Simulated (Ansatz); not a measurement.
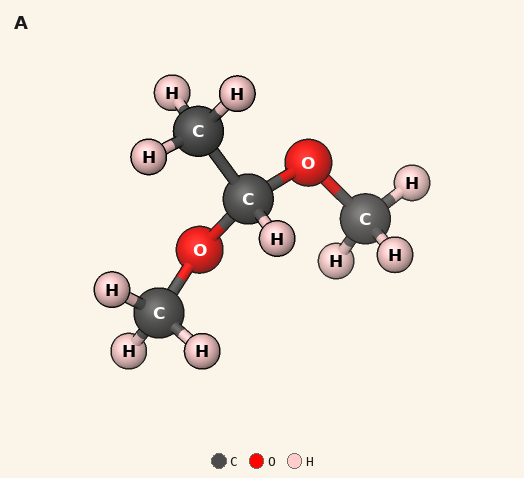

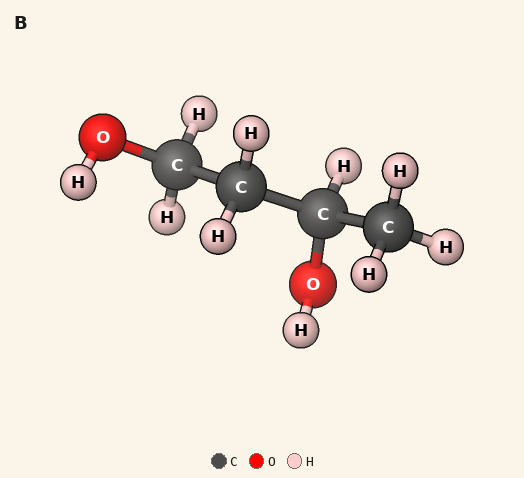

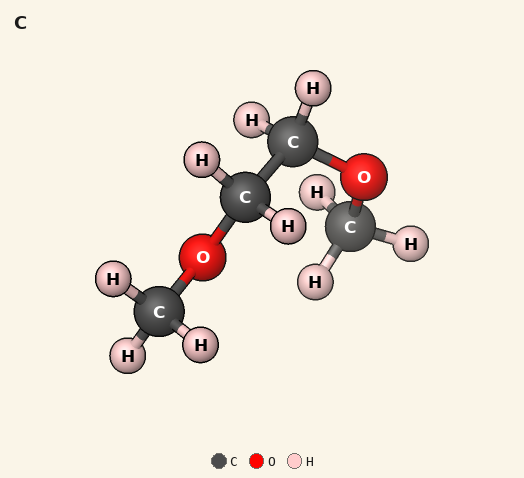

3 stationary structures of one formula. Geometries: PBE0-D4/def2-TZVP. Electronic energies: CCSD(T)/CBS (MP2 limit from def2-TZVPP and def2-QZVPP plus CCSD(T) − MP2) (Ansatz 0.2.0), without zero-point energy. Each is one conformer, not always the lowest.

**Are they conformers, stereoisomers or constitutional isomers?**

They are constitutional isomers of C4H10O2: A `COC(C)OC`, B `C[C@@H](O)CCO`, C `COCCOC`.

**Which structure is the most stable?**

B is lowest (a minimum); A lies 58.7 kJ/mol above it (a minimum), C lies 100.0 kJ/mol above it (a minimum).
